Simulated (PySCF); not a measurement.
# BN (boron nitride): U-revPBE/cc-pVTZ

What is the energy change on altering one bond length of BN (boron nitride) at U-revPBE/cc-pVTZ? 

The calculation is run with PySCF 2.14.0.

3 further runs of the same task are left out: 3 set aside as unsound or not needed.

**1. Starting point**

BN has 2 atoms, charge 0, and is taken as a triplet. SMILES: `B#N`. The shape is that of a PBE0-D4/def2-TZVP optimisation.

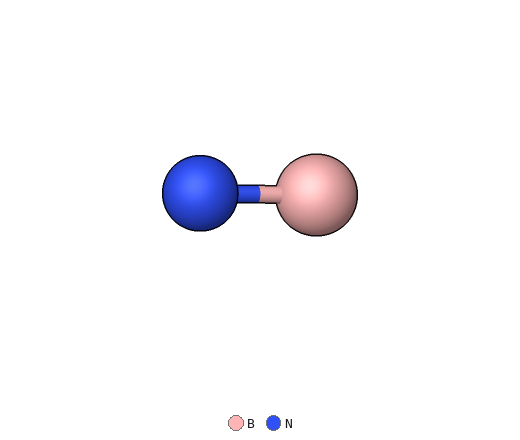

The structure, seen from a chosen angle (boron pink, nitrogen blue).

**2. The energy at U-revPBE/cc-pVTZ**

The input, input.py:

```python
from pyscf import gto, dft

mol = gto.M(
    atom='''
B      0.000000     0.000000    -0.044446
N      0.000000     0.000000     2.441432
''',
    unit='bohr',
    verbose=4,
    spin=2,
    basis='cc-pvtz',
    max_memory=1860,
)

mf = dft.UKS(mol, xc='revpbe')
mf.conv_tol = 1e-10
mf.grids.level = 5
mf.kernel()
if not mf.converged:
    mf = mf.newton().run(mf.mo_coeff, mf.mo_occ)

e_tot = mf.e_tot
print('E(%s) = %.9f' % ('REVPBE', e_tot))
```

Launch:

```bash
OMP_NUM_THREADS=1 python input.py
```

The log of the run:

```text
PySCF version 2.14.0

[INPUT] num. atoms = 2
[INPUT] num. electrons = 12
[INPUT] charge = 0
[INPUT] spin (= nelec alpha-beta = 2S) = 2
[INPUT] symmetry False subgroup None
[INPUT] Mole.unit = bohr
[INPUT] Symbol           X                Y                Z      unit          X                Y                Z       unit  Magmom
[INPUT]  1 B      0.000000000000   0.000000000000  -0.023519810317 AA    0.000000000000   0.000000000000  -0.044446000000 Bohr   0.0
[INPUT]  2 N      0.000000000000   0.000000000000   1.291950176411 AA    0.000000000000   0.000000000000   2.441432000000 Bohr   0.0

nuclear repulsion = 14.0795324629769
number of shells = 18
number of NR pGTOs = 84
number of NR cGTOs = 60
basis = cc-pvtz
ecp = {}

******** <class 'pyscf.dft.uks.UKS'> ********
method = UKS
initial guess = minao
damping factor = 0
level_shift factor = 0
DIIS = <class 'pyscf.scf.diis.CDIIS'>
diis_start_cycle = 1
diis_space = 8
diis_damp = 0
SCF conv_tol = 1e-10
SCF conv_tol_grad = None
SCF max_cycles = 50
direct_scf = True
direct_scf_tol = 1e-13
number electrons alpha = 7  beta = 5
XC library pyscf.dft.libxc version 7.0.0
    S. Lehtola, C. Steigemann, M. J.T. Oliveira, and M. A.L. Marques.,  SoftwareX 7, 1–5 (2018)
XC functionals = revpbe
    Y. Zhang and W. Yang.,  Phys. Rev. Lett. 80, 890 (1998)
    J. P. Perdew, K. Burke, and M. Ernzerhof.,  Phys. Rev. Lett. 77, 3865 (1996)
    J. P. Perdew, K. Burke, and M. Ernzerhof.,  Phys. Rev. Lett. 78, 1396 (1997)
radial grids:
    Treutler-Ahlrichs [JCP 102, 346 (1995); DOI:10.1063/1.469408] (M4) radial grids

becke partition: Becke, JCP 88, 2547 (1988); DOI:10.1063/1.454033
pruning grids: <function nwchem_prune>
grids dens level: 5
symmetrized grids: False
atomic radii adjust function: <function treutler_atomic_radii_adjust>
small_rho_cutoff = 0
Set gradient conv threshold to 1e-05
tot grids = 85272
init E= -79.4999368215003
[... the frontier-level lines of each cycle are left out ...]



cycle= 1 E= -79.3930976791639  delta_E= 0.107  |g|= 0.214  |ddm|= 0.895
cycle= 2 E= -78.9382104375206  delta_E= 0.455  |g|= 0.908  |ddm|= 0.634
cycle= 3 E= -79.4210477019107  delta_E= -0.483  |g|= 0.0218  |ddm|= 0.508
cycle= 4 E= -79.4212552576804  delta_E= -0.000208  |g|= 0.00774  |ddm|= 0.019
cycle= 5 E= -79.4212832860878  delta_E= -2.8e-05  |g|= 0.00257  |ddm|= 0.00713
cycle= 6 E= -79.4212874200537  delta_E= -4.13e-06  |g|= 0.000554  |ddm|= 0.00244
cycle= 7 E= -79.4212876192285  delta_E= -1.99e-07  |g|= 0.000167  |ddm|= 0.000454
cycle= 8 E= -79.4212876547181  delta_E= -3.55e-08  |g|= 3.11e-05  |ddm|= 0.000267
cycle= 9 E= -79.4212876572492  delta_E= -2.53e-09  |g|= 1.18e-05  |ddm|= 7.96e-05
cycle= 10 E= -79.4212876574729  delta_E= -2.24e-10  |g|= 1.67e-06  |ddm|= 2.52e-05
cycle= 11 E= -79.421287657478  delta_E= -5.13e-12  |g|= 1.23e-06  |ddm|= 4.8e-06
Extra cycle  E= -79.4212876574756  delta_E= 2.37e-12  |g|= 3.31e-06  |ddm|= 3.91e-06
converged SCF energy = -79.4212876574756  <S^2> = 2.0038944  2S+1 = 3.0025952
E(REVPBE) = -79.421287657
```

It took 4.8 s on 1 thread of Arm Neoverse V2, shared host; peak memory 0.29 GiB.

**3. The distorted shape**

The input, input.py:

```python
from pyscf import gto, dft

mol = gto.Mole()
mol.atom = '''
B      0.000000     0.000000    -3.027436
N      0.000000     0.000000     2.441432
'''
mol.charge = 0
mol.max_memory = 1860
mol.verbose = 3
mol.spin = 2
mol.basis = 'cc-pvtz'
mol.unit = 'bohr'
mol.build()

calc0 = dft.UKS(mol, xc='revpbe')
calc0.grids.level = 5
calc0.conv_tol = 1e-10
calc0.kernel()
if not calc0.converged:
    calc0 = calc0.newton().run(calc0.mo_coeff, calc0.mo_occ)

energy = calc0.e_tot
print('Final energy', energy)
```

Launch:

```bash
OMP_NUM_THREADS=1 python input.py
```

The log of the run:

```text
WARN: HOMO -0.197726905308131 >= LUMO -0.197726905308138

WARN: HOMO -0.29261073949144 >= LUMO -0.307171718405487

WARN: HOMO -0.192748556497759 >= LUMO -0.192232805585911

converged SCF energy = -79.2540904799676  <S^2> = 2.573747  2S+1 = 3.3608017
Final energy -79.2540904799676
```

It took 6.3 s on 1 thread of Arm Neoverse V2, shared host; peak memory 0.29 GiB.

**4. Outcome**

At U-revPBE/cc-pVTZ:

| quantity | value |
| --- | --- |
| first shape: total energy | -79.42129 Eh |
| first shape: dipole moment | 1.75 D |
| first shape: HOMO energy (highest over α and β) | -7.32 eV |
| first shape: LUMO energy (lowest over α and β) | -6.56 eV |
| first shape: ⟨S²⟩ | 2.004 |
| distorted shape: total energy | -79.25409 Eh |
| distorted shape: dipole moment | 1.92 D |
| distorted shape: HOMO energy (highest over α and β) | -4.94 eV |
| distorted shape: LUMO energy (lowest over α and β) | -4.17 eV |
| distorted shape: ⟨S²⟩ | 2.574 |
| energy change with the B1–N2 bond stretched from 1.315 to 2.894 Å | 4.550 eV |

What this shows: With the B1–N2 bond stretched from 1.315 to 2.894 Å the energy rises by 4.55 eV (105 kcal/mol). The first shape isn't relaxed at this level, so the change isn't measured from a minimum. ⟨S²⟩ (distorted shape) is 2.57 where a pure triplet has 2.00: the reference is spin-contaminated.
